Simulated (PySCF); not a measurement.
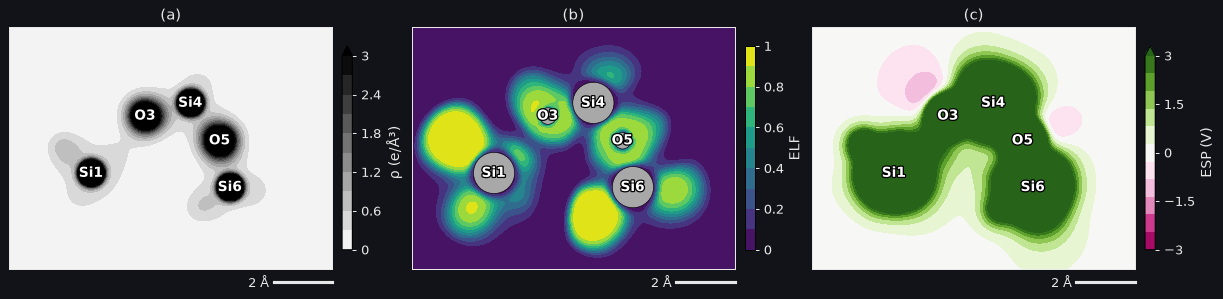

Figure. CH10O2Si3 (SMILES [SiH3]CO[SiH2]O[SiH3]). (a) electron density; (b) electron localisation function; (c) molecular electrostatic potential on the plane of atoms Si4, O5 and Si6. Grey discs cover the atomic cores in the ELF map.

Geometry: GFN2-xTB.

Theory: PBE0/def2-SVPD, SCF density, gas phase (PySCF 2.14.0).

```yaml
atoms:
  - { symbol: Si, position_ang: [2.2522, -0.2255, -1.0468] }
  - { symbol: C, position_ang: [1.2607, -0.5948, 0.5366] }
  - { symbol: O, position_ang: [0.8552, 0.6620, 1.0451] }
  - { symbol: Si, position_ang: [-0.5765, 1.0919, 1.6562] }
  - { symbol: O, position_ang: [-1.8001, 0.4854, 0.7784] }
  - { symbol: Si, position_ang: [-2.4547, -0.2831, -0.4825] }
  - { symbol: H, position_ang: [3.4130, 0.5879, -0.6871] }
  - { symbol: H, position_ang: [2.6800, -1.5008, -1.6309] }
  - { symbol: H, position_ang: [1.3917, 0.4989, -1.9807] }
  - { symbol: H, position_ang: [1.8558, -1.1019, 1.3024] }
  - { symbol: H, position_ang: [0.3853, -1.2210, 0.3377] }
  - { symbol: H, position_ang: [-0.8261, 0.5534, 2.9900] }
  - { symbol: H, position_ang: [-0.5333, 2.5326, 1.4994] }
  - { symbol: H, position_ang: [-1.5414, -0.2440, -1.6271] }
  - { symbol: H, position_ang: [-2.6721, -1.6654, -0.0514] }
  - { symbol: H, position_ang: [-3.6973, 0.4336, -0.7517] }
```

What does the map show?

The section cuts through Si and O sites.
Si–O (1.61 Å): the density is about 1.2 e/Å³ at the midpoint; the ELF peaks at about 0.85 between the atoms (a polar covalent bond).
The ELF also peaks beside O5 and O3, away from the bonds: lone-pair regions.
Outside the dense part of the molecule the potential is most negative (−1.4 V) near O3.
